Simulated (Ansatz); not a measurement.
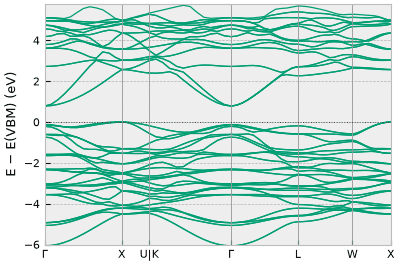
Band structure from PBEsol with spin–orbit coupling in the plane-wave PAW code Ansatz

The gap is 0.78 eV; an edge lies off the plotted path or next to a special point (maximum on the Γ–X line, 96 % of the way from Γ, minimum at Γ).

The material is Hf3N4 in space group Fd-3m (No. 227; Hf on 16d, Hf on 8a, N on 32e).

The first step of the workflow began from a Materials Project structure, measured or hypothetical; the Crystallography Open Database copy checked does not list it. COD files the formula under space group No. 220. Whether it is the stable phase at ambient conditions was not checked. The PBEsol relaxation kept the symmetry of its start; its stability against distortions is not shown here. The run is not spin-polarised.

Potentials: the later of the program's two PAW sets.
